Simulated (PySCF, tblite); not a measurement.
# C4H11N3Si: geometry, infrared bands and NMR shifts

What infrared bands and NMR shifts should C4H11N3Si (`C#CCN[Si@H](N)NC`) show?

Programs: tblite 0.8.0 and PySCF 2.14.0, with density-fitted response routines of our own. Each step states its level of theory. These are calculated values for one molecule in the gas phase, unless marked as measured. Atoms count from 0, in the outputs and in this text.

**1. The starting structure**

19 atoms, charge 0, multiplicity 1; geometry from: force field or distance geometry start.

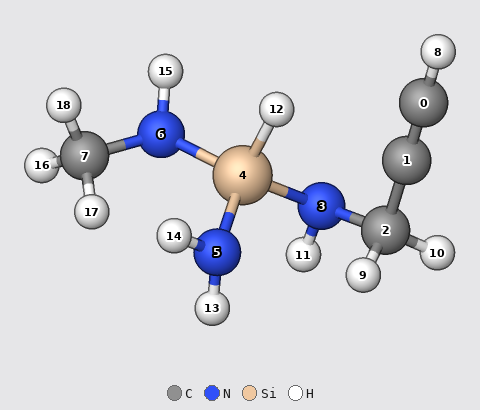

As it starts; carbon grey, nitrogen blue, silicon light orange, hydrogen white, atoms numbered.

**2. Geometry optimisation with GFN2-xTB**

What the job is given:

```
{"job": {"kind": "relax", "xc": "GFN2-xTB", "basis": "xTB"}, "charge": 0, "multiplicity": 1}
C     -3.081500     1.015100     0.924500
C     -2.628900     0.021400     0.420200
C     -2.054800    -1.218200    -0.161900
N     -0.774500    -1.450600     0.485000
Si     0.207800     0.001100     0.138000
N      0.307700     0.278700    -1.611600
N      1.771100    -0.007400     0.977100
C      2.861600     0.522500     0.185900
H     -3.477400     1.899600     1.364300
H     -1.888700    -0.990400    -1.225100
H     -2.739000    -2.081700    -0.040700
H     -0.316300    -2.313900     0.080700
H     -0.572400     1.145600     0.702200
H      0.496800    -0.541800    -2.196600
H      0.813400     1.158000    -1.865400
H      1.679700     0.618400     1.829500
H      3.781100    -0.065500     0.382900
H      2.577500     0.453900    -0.905300
H      3.027200     1.564600     0.509100
```

The run is started by

```sh
OMP_NUM_THREADS=1 python probes_run.py task.json out
```

This one command runs all jobs of the session in turn.

Log:

```text
step      E/eV     max force
  0    -669.36483    2.018
  1    -669.60483    1.175
  2    -669.76005    0.984
  3    -669.81112    1.841
  4    -669.81529    2.423
  5    -669.86164    0.477
  6    -669.88849    0.444
  7    -669.95827    1.385
  8    -669.99712    1.192
  9    -670.03231    0.553
 10    -670.06424    0.662
 11    -670.10615    1.234
 12    -670.14404    1.042
 13    -670.16632    0.454
 14    -670.18102    0.394
 15    -670.19819    0.760
 16    -670.21307    1.036
 17    -670.23023    0.679
 18    -670.24504    0.343
 19    -670.26103    0.732
 20    -670.27901    1.023
 21    -670.30740    0.919
 22    -670.32759    0.399
 23    -670.33997    0.324
 24    -670.34903    0.518
 25    -670.35795    0.512
 26    -670.36728    0.292
 27    -670.37553    0.195
 28    -670.38073    0.196
 29    -670.38373    0.175
 30    -670.38628    0.118
 31    -670.38906    0.131
 32    -670.39172    0.197
 33    -670.39381    0.139
 34    -670.39531    0.096
 35    -670.39673    0.114
 36    -670.39867    0.212
 37    -670.40039    0.220
 38    -670.40159    0.113
 39    -670.40227    0.068
 40    -670.40288    0.098
 41    -670.40365    0.162
 42    -670.40451    0.162
 43    -670.40516    0.084
 44    -670.40557    0.050
 45    -670.40593    0.072
 46    -670.40631    0.097
 47    -670.40663    0.070
 48    -670.40685    0.034
 49    -670.40704    0.049
 50    -670.40733    0.101
 51    -670.40778    0.141
 52    -670.40837    0.134
 53    -670.40899    0.075
 54    -670.40952    0.048
 55    -670.40997    0.091
 56    -670.41039    0.118
 57    -670.41085    0.102
 58    -670.41136    0.067
 59    -670.41182    0.057
 60    -670.41223    0.058
 61    -670.41262    0.079
 62    -670.41304    0.045
 63    -670.41355    0.054
 64    -670.41419    0.080
 65    -670.41488    0.080
 66    -670.41550    0.051
 67    -670.41594    0.070
 68    -670.41641    0.120
 69    -670.41687    0.102
 70    -670.41743    0.071
 71    -670.41766    0.030
 72    -670.41781    0.026
 73    -670.41790    0.023
 74    -670.41801    0.021
 75    -670.41811    0.022
 76    -670.41819    0.022
 77    -670.41824    0.019
 78    -670.41831    0.019
 79    -670.41841    0.039
 80    -670.41857    0.049
 81    -670.41876    0.055
 82    -670.41891    0.033
 83    -670.41903    0.025
 84    -670.41915    0.026
 85    -670.41931    0.042
 86    -670.41945    0.034
 87    -670.41953    0.018
 88    -670.41959    0.017
 89    -670.41966    0.025
 90    -670.41976    0.034
 91    -670.41988    0.023
 92    -670.41997    0.021
 93    -670.42002    0.058
 94    -670.42012    0.042
 95    -670.42063    0.103
 96    -670.38516    1.807
 97    -670.42097    0.079
 98    -670.42121    0.078
 99    -670.42168    0.111
100    -670.39122    1.770
101    -670.42231    0.109
102    -670.42288    0.132
103    -670.37987    1.972
104    -670.42327    0.163
105    -670.42260    0.210
106    -670.42370    0.140
107    -670.42418    0.139
108    -670.42476    0.989
109    -670.42849    0.202
110    -670.43230    0.349
111    -670.36261    2.525
112    -670.43516    0.442
113    -670.43740    0.512
114    -670.41396    1.990
115    -670.44306    0.619
116    -670.44657    0.696
117    -670.43272    1.891
118    -670.45813    0.741
119    -670.46405    0.734
120    -670.47438    1.215
121    -670.48831    0.382
122    -670.49328    0.213
123    -670.49963    0.188
124    -670.50250    0.337
125    -670.50632    0.237
126    -670.51033    0.148
127    -670.51248    0.156
128    -670.51413    0.178
129    -670.51590    0.148
130    -670.51746    0.189
131    -670.51892    0.150
132    -670.51976    0.155
133    -670.52065    0.083
134    -670.52147    0.056
135    -670.52231    0.065
136    -670.52349    0.066
137    -670.52431    0.079
138    -670.52493    0.051
139    -670.52553    0.051
140    -670.52630    0.053
141    -670.52742    0.094
142    -670.52856    0.103
143    -670.52962    0.080
144    -670.53052    0.106
145    -670.53125    0.112
146    -670.53192    0.103
147    -670.53258    0.087
148    -670.53336    0.065
149    -670.53438    0.079
150    -670.53562    0.075
151    -670.53680    0.088
152    -670.53781    0.068
153    -670.53867    0.067
154    -670.53965    0.083
155    -670.54076    0.071
156    -670.54190    0.067
157    -670.54273    0.098
158    -670.54340    0.089
159    -670.54376    0.042
160    -670.54404    0.035
161    -670.54425    0.028
162    -670.54443    0.027
163    -670.54457    0.028
164    -670.54474    0.032
165    -670.54498    0.037
166    -670.54530    0.039
167    -670.54561    0.050
168    -670.54583    0.032
169    -670.54598    0.031
170    -670.54614    0.033
171    -670.54637    0.041
172    -670.54658    0.036
173    -670.54680    0.029
174    -670.54697    0.026
175    -670.54711    0.022
176    -670.54726    0.026
177    -670.54743    0.035
178    -670.54765    0.042
179    -670.54791    0.044
180    -670.54822    0.040
181    -670.54858    0.048
182    -670.54896    0.041
183    -670.54926    0.036
184    -670.54946    0.025
185    -670.54957    0.021
186    -670.54965    0.016
187    -670.54971    0.017
188    -670.54976    0.013
189    -670.54979    0.012
190    -670.54982    0.015
191    -670.54985    0.017
192    -670.54990    0.016
193    -670.54995    0.017
194    -670.55000    0.014
195    -670.55003    0.013
196    -670.55007    0.016
197    -670.55011    0.015
198    -670.55016    0.016
199    -670.55021    0.019
200    -670.55028    0.018
201    -670.55035    0.018
202    -670.55044    0.023
203    -670.55055    0.026
204    -670.55067    0.028
205    -670.55080    0.034
206    -670.55091    0.033
207    -670.55101    0.034
208    -670.55109    0.027
209    -670.55117    0.021
210    -670.55123    0.025
211    -670.55128    0.018
212    -670.55132    0.018
213    -670.55134    0.010
214    -670.55136    0.009
```

Wall time 2.9 s (1 thread of Arm Neoverse N1, shared host).

Along the way: (not every step is listed)

```csv
step,energy from step 0 (eV),largest force (eV/Å)
0,0.0000,2.0182
1,-0.2400,1.1751
2,-0.3952,0.9835
3,-0.4463,1.8407
4,-0.4505,2.4233
5,-0.4968,0.4775
6,-0.5237,0.4441
7,-0.5934,1.3854
8,-0.6323,1.1921
28,-1.0159,0.1957
48,-1.0420,0.0344
68,-1.0516,0.1205
88,-1.0548,0.0171
108,-1.0599,0.9892
128,-1.1493,0.1782
148,-1.1685,0.0650
168,-1.1810,0.0324
188,-1.1849,0.0135
208,-1.1863,0.0275
209,-1.1863,0.0215
210,-1.1864,0.0250
211,-1.1865,0.0185
212,-1.1865,0.0177
213,-1.1865,0.0098
214,-1.1865,0.0088
```

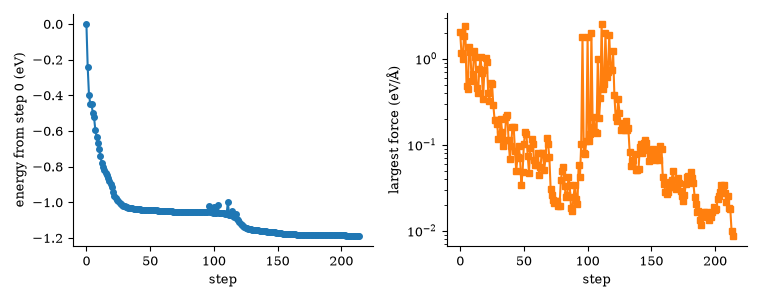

Energy and force, step by step.

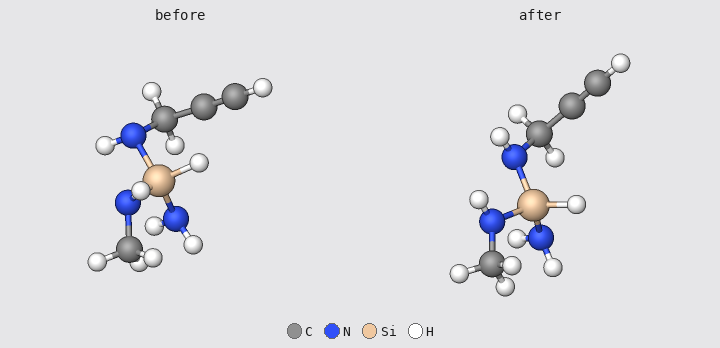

Before and after, at one scale.

Close pairs (by a distance rule), those that changed most:

```csv
bond,before (Å),after (Å),change (Å)
N3–Si4,1.787,1.720,-0.067
N6–H15,1.061,1.008,-0.053
N3–H11,1.058,1.009,-0.049
Si4–N6,1.774,1.726,-0.048
Si4–N5,1.774,1.726,-0.048
C7–H17,1.130,1.088,-0.042
N5–H14,1.046,1.006,-0.039
C1–C2,1.485,1.454,-0.031
```

The next job starts from the end point, and lists it.

**3. Vibrational analysis with GFN2-xTB**

What the job is given:

```
{"job": {"kind": "ir", "xc": "GFN2-xTB", "basis": "xTB"}, "charge": 0, "multiplicity": 1}
C     -3.689106     0.552921     1.249154
C     -2.996921    -0.133927     0.554713
C     -2.085420    -0.972330    -0.206299
N     -0.734824    -0.951997     0.306794
Si     0.356092     0.285949    -0.177709
N      0.401109     0.185441    -1.900687
N      1.827943    -0.165602     0.602201
C      3.064828     0.511569     0.312795
H     -4.319088     1.160431     1.828224
H     -2.049733    -0.617155    -1.238054
H     -2.466503    -2.003462    -0.199143
H     -0.704438    -1.249339     1.270045
H     -0.065899     1.675939     0.067307
H      0.510430    -0.728987    -2.310780
H      0.968124     0.849303    -2.401145
H      1.786497    -0.452575     1.567624
H      3.915052    -0.137613     0.535064
H      3.085497     0.757566    -0.746696
H      3.186559     1.443120     0.879131
```

Log:

```text
mode    cm-1     km/mol
  1      40.7      0.06
  2      48.6      0.18
  3      73.8      0.79
  4     124.2      0.62
  5     151.8      0.51
  6     156.2      0.31
  7     178.5     19.53
  8     198.2      2.69
  9     267.3     10.76
 10     280.8      8.44
 11     308.4     12.07
 12     337.1      1.87
 13     484.6      1.53
 14     512.8     48.83
 15     546.4     92.66
 16     564.5    248.33
 17     636.2     34.20
 18     669.3     72.02
 19     678.9    104.22
 20     719.6    109.98
 21     755.4     48.72
 22     807.5     91.29
 23     854.3    141.32
 24     912.7    195.57
 25     963.4     24.97
 26     984.4     26.91
 27    1063.0     37.65
 28    1114.0      4.39
 29    1144.1    183.90
 30    1166.4     53.78
 31    1167.5      1.26
 32    1297.0      8.01
 33    1363.6    165.58
 34    1373.4      1.01
 35    1424.8      4.38
 36    1439.2      1.11
 37    1497.3      0.94
 38    1508.9      2.05
 39    1523.4     52.73
 40    2159.3    313.66
 41    2284.1      9.59
 42    2870.7     67.20
 43    2887.5     88.69
 44    2960.8     68.96
 45    2974.2     21.58
 46    3025.0     38.79
 47    3388.6      1.67
 48    3452.9      8.17
 49    3457.7     10.10
 50    3471.3      0.74
 51    3513.3      3.22
```

It took 1.3 s on 1 thread of Arm Neoverse N1, shared host.

The strongest bands and the atoms that carry them (share of the mass-weighted mode):

```csv
cm⁻¹,km/mol,atoms
564,248.3,"H11 29 %, H15 15 %, N3 15 %, H14 13 %"
679,104.2,H12 72 %
720,110.0,H12 85 %
854,141.3,"Si4 28 %, H13 18 %, H14 11 %"
913,195.6,"Si4 38 %, N5 31 %"
1144,183.9,"N3 34 %, C2 33 %, H11 13 %"
1364,165.6,"H15 26 %, H11 22 %, N6 13 %, H9 10 %"
2159,313.7,H12 97 %
```

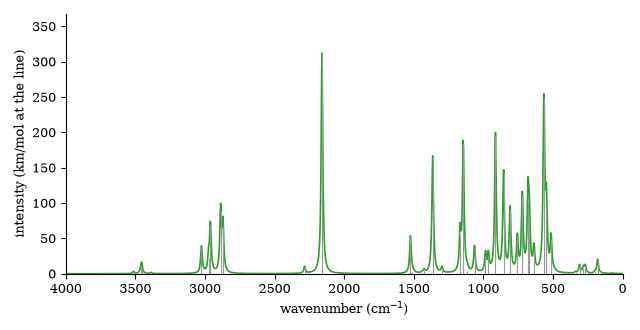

The infrared spectrum from these modes, unscaled. Lines are broadened to a width of 14 cm⁻¹ (Lorentzian).

**4. NMR shieldings: PBE0/pcSseg-1**

The job, as its differences from that of step 3:

```diff
@@ -1,2 +1,2 @@
-{"job": {"kind": "ir", "xc": "GFN2-xTB", "basis": "xTB"}, "charge": 0, "multiplicity": 1}
+{"job": {"kind": "nmr", "xc": "PBE0", "basis": "pcSseg-1"}, "charge": 0, "multiplicity": 1}
 C     -3.689106     0.552921     1.249154
```

With the program's defaults for keys left out, this is: GIAO PBE0/pcSseg-1 NMR shielding, non-relativistic, gas phase.

Log:

```text
coarse grid: 15976 points
cycle   1  E = -612.0928336492  dE =  9.762e-01  |g| = 6.648e-01  |ddm| = 3.996e+00
cycle   2  E = -612.0534194738  dE =  3.941e-02  |g| = 8.010e-01  |ddm| = 1.425e+00
cycle   3  E = -612.1906441029  dE = -1.372e-01  |g| = 8.275e-02  |ddm| = 8.070e-01
cycle   4  E = -612.1920407317  dE = -1.397e-03  |g| = 2.680e-02  |ddm| = 1.019e-01
cycle   5  E = -612.1921763420  dE = -1.356e-04  |g| = 1.363e-02  |ddm| = 3.214e-02
cycle   6  E = -612.1922143780  dE = -3.804e-05  |g| = 5.112e-03  |ddm| = 1.153e-02
cycle   7  E = -612.1922207731  dE = -6.395e-06  |g| = 8.283e-04  |ddm| = 3.917e-03
final grid: 148832 points
cycle   8  E = -612.2316768555  dE = -3.255e-05  |g| = 9.815e-03  |ddm| = 3.511e-02
cycle   9  E = -612.2316666984  dE =  1.016e-05  |g| = 1.214e-02  |ddm| = 1.871e-02
cycle  10  E = -612.2316984762  dE = -3.178e-05  |g| = 1.031e-03  |ddm| = 1.020e-02
cycle  11  E = -612.2316987007  dE = -2.245e-07  |g| = 3.169e-04  |ddm| = 1.063e-03
cycle  12  E = -612.2316987164  dE = -1.573e-08  |g| = 1.881e-04  |ddm| = 3.113e-04
cycle  13  E = -612.2316987250  dE = -8.528e-09  |g| = 3.232e-05  |ddm| = 1.503e-04
cycle  14  E = -612.2316987252  dE = -2.274e-10  |g| = 7.727e-06  |ddm| = 3.524e-05
converged SCF energy = -612.2316987252

GIAO shielding tensors (ppm)
atom      isotropic    diamagn.    paramagn.     s11        s22        s33       span
  0 C      110.389     256.466    -146.078     41.577     47.892    241.696    200.119
  1 C       96.208     266.164    -169.956    -11.226      1.496    298.353    309.579
  2 C      153.972     240.708     -86.736    130.740    155.380    175.794     45.054
  3 N      223.094     327.044    -103.950    193.806    232.750    242.725     48.919
  4 Si     381.577     883.714    -502.137    340.874    383.318    420.539     79.665
  5 N      244.489     320.257     -75.768    208.710    235.124    289.632     80.922
  6 N      234.821     327.220     -92.399    210.835    220.360    273.269     62.434
  7 C      157.529     241.003     -83.474    133.067    152.687    186.833     53.765
  8 H       30.083      33.725      -3.641     25.149     25.305     39.797     14.648
  9 H       27.622      27.989      -0.367     22.014     29.488     31.364      9.351
 10 H       27.982      25.665       2.317     21.514     27.648     34.783     13.268
 11 H       31.648      36.215      -4.567     23.135     32.145     39.664     16.529
 12 H       26.479      32.824      -6.345     23.634     24.544     31.260      7.627
 13 H       31.559      32.692      -1.133     24.867     27.045     42.764     17.897
 14 H       31.002      31.868      -0.867     24.359     26.819     41.827     17.468
 15 H       31.817      36.077      -4.261     22.284     32.041     41.125     18.841
 16 H       28.852      26.809       2.043     23.467     26.681     36.409     12.942
 17 H       29.174      29.052       0.121     24.335     28.747     34.439     10.104
 18 H       28.937      27.692       1.245     23.245     26.837     36.730     13.484
```

Run time: 63 s. Hardware: 1 thread of Arm Neoverse N1, shared host; peak memory 0.87 GiB.

Shifts follow as δ = σ(reference) − σ, with reference shieldings (ppm) from runs at the same level and on the same kind of geometry: ¹H TMS 31.72, ¹³C TMS 186.9, ²⁹Si TMS 349.2, ¹⁵N NH3 267.7. The references are single molecules in the gas phase, so shifts against H2O, NH3, PH3, H3PO4 or CFCl3 are not on the usual liquid scales and can be off by tens of ppm. Atoms listed in one row are averaged.

```csv
atoms,environment,σ (ppm),δ (ppm),δ scaled to CDCl3
C1,alkyne carbon,96.2,90.7,86.6
C0,terminal alkyne carbon,110.4,76.5,72.8
C2,propargylic sp3 CH2 bonded to N,154.0,33.0,30.2
C7,methyl carbon bonded to N,157.5,29.4,26.8
H12,hydrogen on a silicon bonded to 3 N,26.48,5.24,–
H9,hydrogen on a propargylic sp3 CH2 bonded to N,27.62,4.09,3.97
H10,hydrogen on a propargylic sp3 CH2 bonded to N,27.98,3.74,3.63
"H16, H17, H18",hydrogen on a methyl carbon bonded to N,28.99,2.73,2.68
H8,hydrogen on a terminal alkyne carbon,30.08,1.63,1.65
"H13, H14",hydrogen on a nitrogen bonded to Si,31.28,0.44,–
H11,"hydrogen on a nitrogen bonded to C, Si",31.65,0.07,–
H15,"hydrogen on a nitrogen bonded to C, Si",31.82,-0.10,–
N3,"nitrogen bonded to C, Si, H",223.1,44.6,–
N6,"nitrogen bonded to C, Si, H",234.8,32.9,–
N5,"nitrogen bonded to Si, 2 H",244.5,23.2,–
Si4,"silicon bonded to 3 N, H",381.6,-32.4,–
```

The scaled column applies a straight-line fit of computed shieldings to shifts measured in CDCl3 (root-mean-square error 0.16 ppm for H, 1.9 ppm for C).

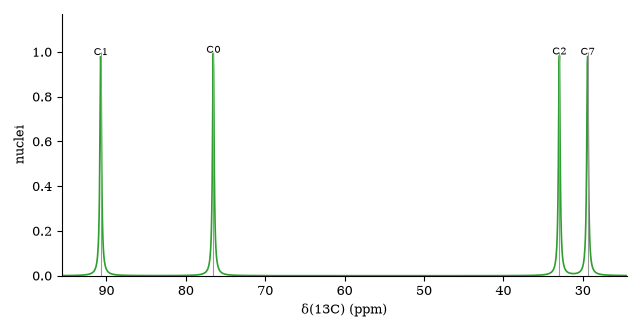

¹³C lines at the computed shifts, without couplings. Lines are broadened to a width of 0.25 ppm (Lorentzian).

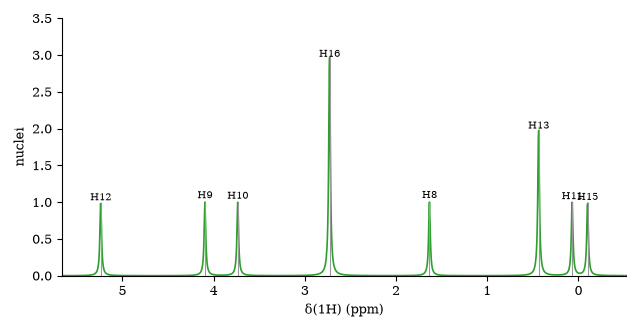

¹H lines at the computed shifts, without couplings. Lines are broadened to a width of 0.02 ppm (Lorentzian).

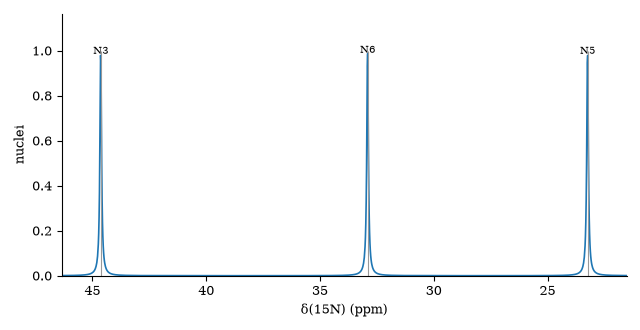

¹⁵N lines at the computed shifts, without couplings. Lines are broadened to a width of 0.09 ppm (Lorentzian).

The run also stored atomic charges by several schemes (e):

```csv
atoms,Mulliken,IAO,Hirshfeld,ESP fit
C0,-0.35,-0.26,-0.13,-0.40
C1,0.11,-0.04,-0.05,-0.20
C2,0.04,-0.16,-0.01,0.56
N3,-0.66,-0.67,-0.24,-0.97
Si4,1.03,1.23,0.42,1.00
N5,-0.64,-0.85,-0.32,-1.00
N6,-0.69,-0.70,-0.26,-0.78
C7,-0.10,-0.29,-0.07,-0.04
```

ESP fit charges:

C0 -0.40; C1 -0.20; C2 0.56; N3 -0.97; Si4 1.00; N5 -1.00; N6 -0.78; C7 -0.04; H8 0.30; H9 -0.01; H10 0.00; H11 0.40; H12 -0.17; H13 0.38; H14 0.38; H15 0.36; H16 0.08; H17 0.07; H18 0.04

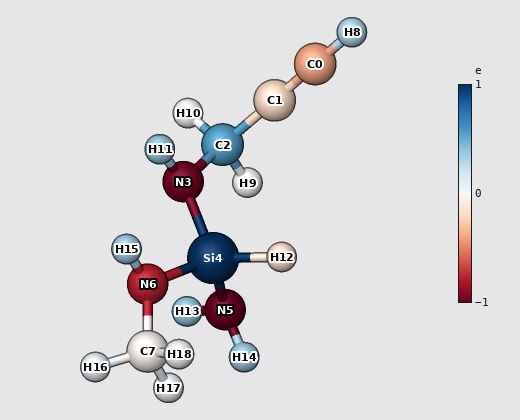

ESP fit charges, as colours on the atoms.

Mayer bond orders: C0–C1 2.60, C1–C2 1.02, C2–N3 1.01, N3–Si4 0.96, Si4–N5 1.01, Si4–N6 0.97, N6–C7 0.99.

**5. Summary of results**

```
                                                              quantity                                                value
                             strongest single infrared mode (GFN2-xTB)                                2159 cm⁻¹, 314 km/mol
                                          zero-point energy (GFN2-xTB)                                        94.0 kcal/mol
                                ¹³C shifts against TMS (PBE0/pcSseg-1)                           90.7, 76.5, 33.0, 29.4 ppm
¹H shifts against TMS (PBE0/pcSseg-1, means over atoms taken as alike)  5.24, 4.09, 3.74, 2.73, 1.63, 0.44, 0.07, -0.10 ppm
                                ¹⁵N shifts against NH3 (PBE0/pcSseg-1)                                 44.6, 32.9, 23.2 ppm
                               ²⁹Si shifts against TMS (PBE0/pcSseg-1)                                            -32.4 ppm
```

**Reading.** The optimisation took 214 steps and gained 1.187 eV; among the close pairs (by a distance rule), N3–Si4 changed most, from 1.787 to 1.720 Å. No mode is imaginary among the 51: a minimum at this level. The strongest single mode, at 2159 cm⁻¹, moves mainly H12. GFN2-xTB is a fitted tight-binding method: band positions and strengths are rough. Its intensities can rank the bands wrongly. At PBE0/pcSseg-1: The widest tensor belongs to C1: span 310 ppm, with a paramagnetic part of -170 ppm.
